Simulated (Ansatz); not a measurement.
Input file:

```
crystal:
  periodic: [false, false, false]
  atoms:
    - { symbol: "N", position_ang: [-0.2981, 1.5357, 0.1738] }
    - { symbol: Al, position_ang: [0.1397, -0.2007, -0.3354] }
    - { symbol: O, position_ang: [1.8403, -0.5704, -0.8313] }
    - { symbol: O, position_ang: [-1.0399, -1.5225, -0.3225] }
    - { symbol: H, position_ang: [-1.09869, 0.69225, -0.53698] }
    - { symbol: H, position_ang: [-0.7456, 1.5414, 1.1243] }
    - { symbol: H, position_ang: [2.346, -0.814, 0.0361] }
    - { symbol: H, position_ang: [-1.029, -1.8879, 0.591] }
basis:
  gaussian: { orbitals: def2-SVPD }
hamiltonian:
  xc: pbe
  dispersion: d4
relax:
  f_tol: 0.02
  max_steps: 50
output:
  orbitals: {}
```

Run with:

```sh
ansatz run input.yaml --threads 2 --pin off --max-ram 3072MiB --backend cpu --events-out ev --progress --plain --runs-dir out
```

The fields are those of the relaxed geometry.

Method: RKS PBE-D4/def2-SVPD in Ansatz 0.2.0.

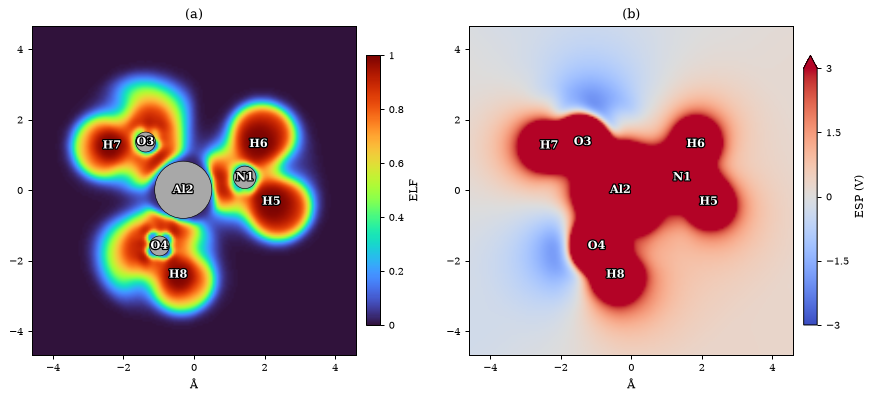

AlH4NO2. (a) ELF; (b) electrostatic potential on the molecular plane. Grey discs cover the atomic cores in the ELF map.

> Read the bonding off the picture.

The section cuts through N, Al, O and H sites. Al–O (1.73 Å): the ELF peaks at about 0.90 in the valence shell of O, 0.6 Å from its nucleus, and is about 0.30 at the midpoint. Al–N (1.78 Å): the ELF peaks at about 0.90 in the valence shell of N, 0.7 Å from its nucleus, and is about 0.60 at the midpoint. O–H (0.97 Å): the ELF climbs to about 1 towards the hydrogen, as it does in any bond to H (a covalent bond by its length). N–H (1.02 Å): the ELF climbs to about 1 towards the hydrogen (an ordinary covalent bond to hydrogen). The ELF also peaks beside O4 and O3, away from the bonds: lone-pair regions. Outside the dense part of the molecule the potential is most negative (−2.0 V) near O3.
